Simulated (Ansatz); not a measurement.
BH3OF2: several calculations on one system

**1. Relaxation**

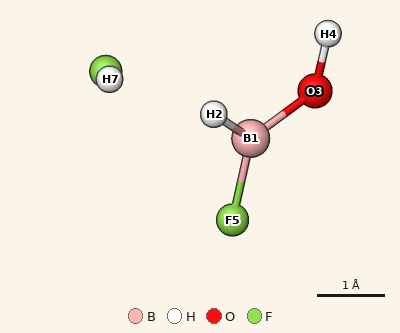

BH₃OF₂, before the relaxation. A ball-and-stick model, seen face on.

The run prepares an end point of a later path (reaction) calculation, from a guessed geometry.

Theory: RKS BLYP/def2-SVPD (Ansatz).

Input file:
```yaml
crystal:
  periodic: [false, false, false]
  atoms:
    - { symbol: B, position_ang: [-0.070529, -0.29793, -0.085023] }
    - { symbol: H, position_ang: [0.028526, -0.45151, 1.101313] }
    - { symbol: O, position_ang: [0.961844, -0.455988, -0.951848] }
    - { symbol: H, position_ang: [1.815173, -0.673291, -0.536816] }
    - { symbol: F, position_ang: [-1.290017, -0.059257, -0.598166] }
    - { symbol: F, position_ang: [0.208235, 2.024292, 0.876612] }
    - { symbol: H, position_ang: [0.059268, 1.363984, 1.519428] }
basis:
  gaussian: { orbitals: def2-SVPD }
hamiltonian:
  xc: blyp
relax:
  f_tol: 0.03
  max_steps: 50
```

Run as
```bash
ansatz run input.yaml --threads 2 --pin off --max-ram 3072MiB --backend cpu --events-out ev --progress --plain --runs-dir out
```

**What does the optimiser find from here?**

After 39 accepted moves (47 points after the start) the energy has fallen by 25.8 kJ/mol. Largest force component: 0.49 eV/Å at the start, 0.011 eV/Å at the end. The line search rejected the trial steps at points 3, 7, 13, 20, 23, 30, 35, 40 of the run. The forces were under the threshold at step 6, but the run went on from there. The atom that moves furthest after the best rigid fit is H2 (1.83 Å). Largest moves by element: H 1.83 Å, F 1.44 Å, O 0.56 Å, B 0.42 Å. Among the contacts that change: B1–F5 1.344 → 1.360 Å, F6–H7 0.933 → 0.942 Å, B1–O3 1.357 → 1.350 Å. Among the angles between lasting bonds that change: H2–B1–O3 123.6° → 125.7°. The run took 74 s on 2 threads of Arm Neoverse V2, with other jobs on the host, peak memory 0.11 GiB.

Final geometry:

```xyz
7

B     0.0583   -0.6924    0.0043
H    -0.4512   -1.7809   -0.0553
O     1.2686   -0.3599   -0.4941
H     1.7492   -1.0818   -0.9345
F    -0.6260    0.3068    0.6232
F    -0.0611    2.9810    1.1961
H    -0.2253    2.0775    0.9857
```

The end point in the same view:

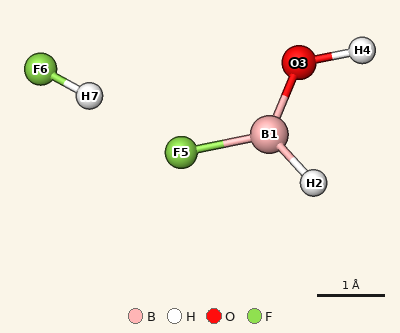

**2. Relaxation**

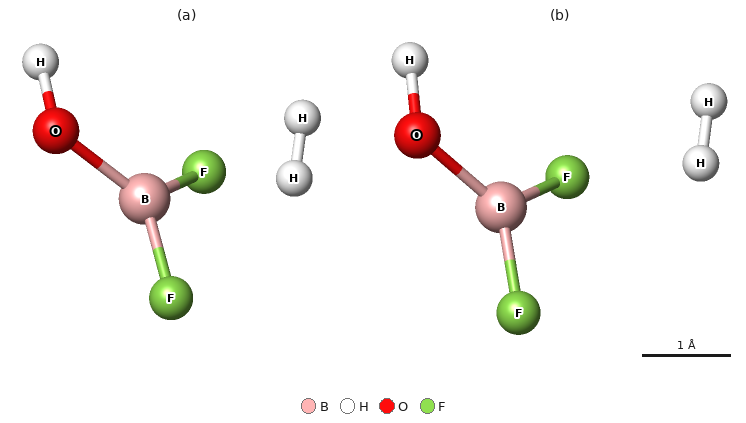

The structure of BH3OF2 before (left) and after (right) a relaxation, at one scale.

The picture is a ball-and-stick view, seen at a tilt.

The run prepares an end point of a later path (reaction) calculation, from a guessed geometry.

Method: Ansatz, RKS BLYP/def2-SVPD.

Input
```yaml
crystal:
  periodic: [false, false, false]
  atoms:
    - { symbol: B, position_ang: [0.12034, 0.463303, -0.372128] }
    - { symbol: H, position_ang: [-0.036465, -0.090622, 1.954104] }
    - { symbol: O, position_ang: [1.34016, -0.069083, -0.632019] }
    - { symbol: H, position_ang: [1.29938, -0.977539, -0.982424] }
    - { symbol: F, position_ang: [-1.023592, -0.221543, -0.589116] }
    - { symbol: F, position_ang: [0.036099, 1.721077, 0.06025] }
    - { symbol: H, position_ang: [-0.023423, 0.624707, 1.886834] }
basis:
  gaussian: { orbitals: def2-SVPD }
hamiltonian:
  xc: blyp
relax:
  f_tol: 0.03
  max_steps: 50
```

Launched with:
```bash
ansatz run input.yaml --threads 2 --pin off --max-ram 3072MiB --backend cpu --events-out ev --progress --plain --runs-dir out
```

**Describe what moved and what it gained.**

After 6 geometry steps the energy has fallen by 3.95 kcal/mol. Largest force component: 1.8 eV/Å at the start, 0.017 eV/Å at the end. H7 moves most after the best rigid fit: 0.53 Å. By element the largest moves are H 0.53 Å, F 0.40 Å, B 0.26 Å, O 0.17 Å. Some distances before and after: H2–H7 0.719 → 0.765 Å, B1–F6 1.333 → 1.338 Å. Cost: 11 s on 2 threads of Arm Neoverse V2 (shared host), peak memory 0.12 GiB.

**3. Path**

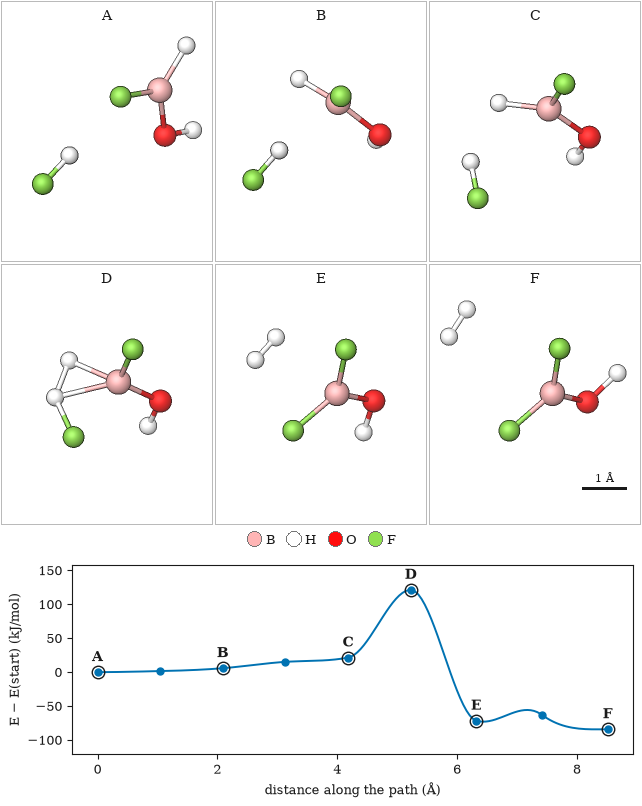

A search for the minimum-energy path of BH3OF2 by the nudged elastic band. Images are numbered from 0 (start) to 8 (end). Frames A to F are images 0, 2, 4, 5, 6, 8. A ball-and-stick model, seen from a free direction.

Level of theory: RKS BLYP/def2-SVPD (Ansatz). Set-up: 7 movable images; climbing image; force threshold 0.05 eV/Å; iteration limit 60; starting path through a guess of the saddle point.

**What happens along the path, and what is the barrier?**

The path has more than one stage, and so few images may leave a stage unresolved. Breaking: B–H (1.20 → 3.13 Å), F–H (0.94 → 3.02 Å). Forming: B–F (3.86 → 1.34 Å), H–H (4.00 → 0.76 Å). Forward barrier 121.3 kJ/mol, backward barrier 205.6 kJ/mol, with image 5 at the top; the reaction energy is −84.2 kJ/mol. The profile has 2 maxima (images 5, 7) with a dip at image 6 (−71.6 kJ/mol), so the process runs in steps. The band converged in 22 iterations. The largest component of the band force went from 28 to 0.05 eV/Å. The climbing image converged on the top of the path. Its vibrational analysis gives one imaginary mode (1111i cm⁻¹), as a transition state must have.

The run took 3.4 min on 2 threads of Arm Neoverse V2, with other jobs on the host, peak memory 0.11 GiB.
